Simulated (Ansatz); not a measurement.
# C2H4BS: the cost of one run

Method: RKS BHLYP-D4/6-31G*, in Ansatz 0.2.0.

**1. Starting point**

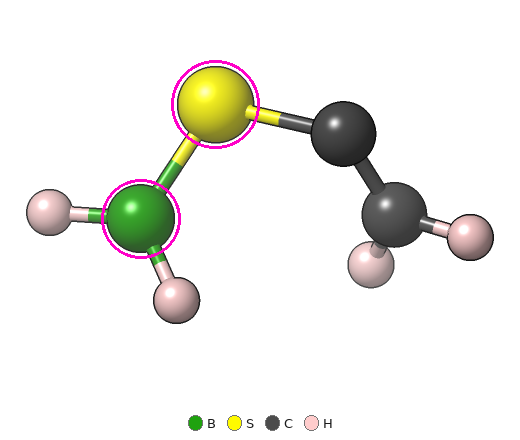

Start, viewed from a chosen angle; boron green, sulfur yellow, carbon dark grey, hydrogen pink. Ringed: B1, S2.

As a file:

```xyz
8

B    -0.2994    1.4337    0.7584
S     0.9613    1.1213   -0.3897
C     1.2426   -0.7065   -0.3867
C     0.1579   -1.4159   -0.6780
H    -0.9548    0.5736    1.2315
H    -0.4912    2.5593    1.0769
H     0.2415   -2.5048   -0.6881
H    -0.8579   -1.0608   -0.9243
```

**2. End point A**

input.yaml

```yaml
crystal:
  periodic: [false, false, false]
  atoms:
    - { symbol: B, position_ang: [-0.29941, 1.43372, 0.75845] }
    - { symbol: S, position_ang: [0.96133, 1.12133, -0.38971] }
    - { symbol: C, position_ang: [1.24262, -0.70648, -0.38672] }
    - { symbol: C, position_ang: [0.15794, -1.41592, -0.67804] }
    - { symbol: H, position_ang: [-0.95484, 0.5736, 1.23146] }
    - { symbol: H, position_ang: [-0.49119, 2.55935, 1.0769] }
    - { symbol: H, position_ang: [0.24149, -2.50483, -0.68807] }
    - { symbol: H, position_ang: [-0.85792, -1.06076, -0.92428] }
total_charge: -1
basis:
  gaussian: { orbitals: "6-31G*" }
hamiltonian:
  xc: { name: BHLYP }
  dispersion: d4
relax:
  f_tol: 0.015
  max_steps: 40
```

Command:

```sh
$ ansatz run input.yaml --threads 1 --pin off --max-ram 2048MiB --backend cpu --events-out ev --progress --plain --runs-dir out
```

Q: Estimate wall time and peak memory on 1 thread of Arm Neoverse V1, shared host.

About 33 s, with a peak of 0.14 GiB.
